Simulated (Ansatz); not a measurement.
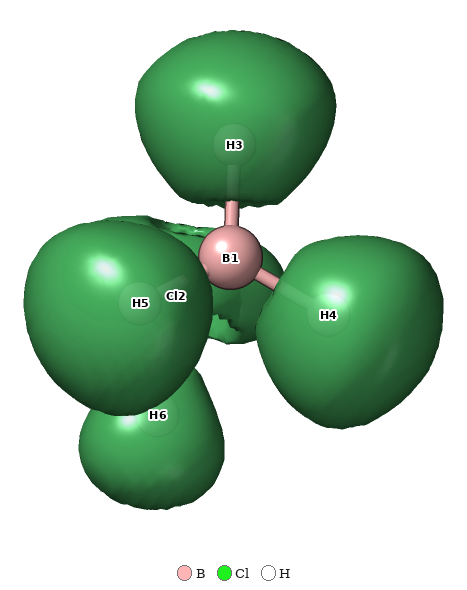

Figure. BH$_{3}$···HCl. Isosurface of the electron localisation function at 0.85 (green), seen at an oblique angle. Core shells and regions of very low density are left out.

Level of theory: RKS PBE/def2-SVP (Ansatz).

| atom | x (Å) | y (Å) | z (Å) |
| --- | --- | --- | --- |
| B | 0.0526 | -0.3591 | -0.2534 |
| Cl | 0.4065 | -0.1535 | 1.9616 |
| H | 0.9544 | 0.3896 | -0.5864 |
| H | -1.0896 | 0.0611 | -0.2921 |
| H | 0.2396 | -1.5594 | -0.3436 |
| H | -0.4456 | -1.0492 | 2.3702 |

> Describe the localisation domains.

The ELF exceeds this value in four regions around hydrogen nuclei and one region wrapped around Cl (its lone pairs, merged into a ring or cap). Profiles from the grid: B1···Cl2 (2.25 Å): the ELF peaks at about 0.90 in the valence shell of Cl, 0.8 Å from its nucleus, and is about 0.75 at the midpoint. B–H (1.22 Å): the ELF climbs to about 1 towards the hydrogen, as it does in any bond to H; a covalent bond by its length.
